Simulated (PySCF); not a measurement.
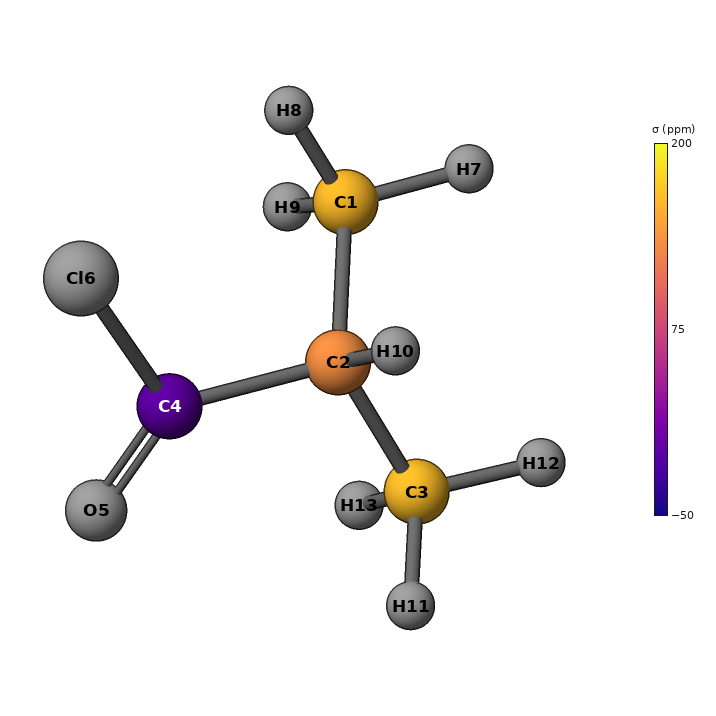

Atoms are coloured by their isotropic NMR shieldings (C only, the others grey). The computed structure is the end point of a PBE0-D3(BJ)/def2-SVP optimisation. No frequency run is at hand to confirm it as a minimum. Method: GIAO PBE0/pcSseg-1 NMR shielding, non-relativistic, IEF-PCM chloroform (PySCF 2.14.0).

Give the isotropic NMR shieldings of the C atoms atom by atom.

| atom | σ (ppm) |
| --- | --- |
| C1 | 163.3 |
| C2 | 134.5 |
| C3 | 165.6 |
| C4 | −5.7 |
